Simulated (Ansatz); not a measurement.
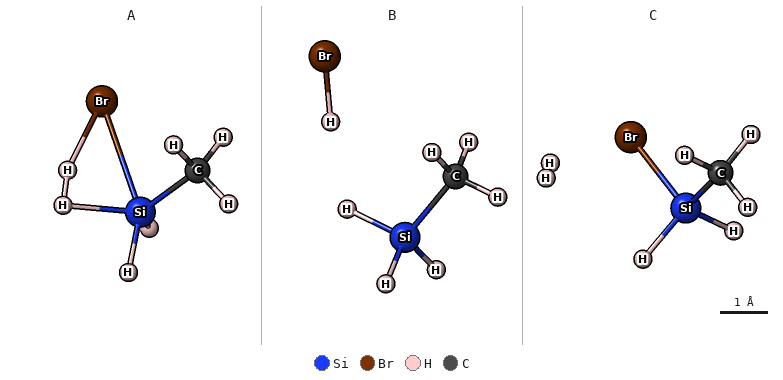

Three geometries of CH₇BrSi: a saddle point and the two minima that it joins, in shuffled order. A ball-and-stick model, seen at a tilt. Sticks join atoms that are closer than about 1.2 times the sum of their covalent radii (a little more with hydrogen).

Stationary points at PBE0-D4/def2-TZVP, single-point energies with CCSD(T)/CBS, B3LYP-D4, CAM-B3LYP-D4 (def2-TZVPP where no basis is named; Ansatz 0.2.0). The energies are electronic, without zero-point or thermal terms, and both ends are the minima reached downhill from the saddle, with any fragments still in contact. CCSD(T)/CBS stands for a frozen-core estimate: MP2 correlation extrapolated from def2-TZVPP and def2-QZVPP, CCSD(T) minus MP2 from the smaller set.

### Identify the saddle point and describe the reaction.

Frame A is the saddle point. Counted by bonded pieces, C holds CH₅BrSi + H₂ and B holds CH₆Si + HBr. From C over the saddle to B, bonds form: H–Si (3.86 → 1.73 → 1.50 Å), Br–H (3.30 → 1.94 → 1.43 Å). Bonds break: Br–Si (2.23 → 2.72 → 4.30 Å), H–H (0.75 → 0.87 → 1.92 Å). The saddle has one imaginary mode, 679i cm⁻¹. With CCSD(T)/CBS the barrier is 52.7 kcal/mol from C and 34.2 kcal/mol from B, and B lies 18.5 kcal/mol above C.

```csv
level,barrier from C (kcal/mol),barrier from B (kcal/mol),B less C (kcal/mol)
CCSD(T)/CBS,52.7,34.2,18.5
B3LYP-D4,50.2,33.3,17.0
CAM-B3LYP-D4,51.8,35.7,16.1
```

Against CCSD(T)/CBS, CAM-B3LYP-D4 comes closest on the barrier from C (−1.0 kcal/mol) and B3LYP-D4 misses most (−2.5 kcal/mol).

Limits of the set-up: the start holds two separate molecules, 3.0 Å apart at their closest, whose relative position is a soft coordinate.
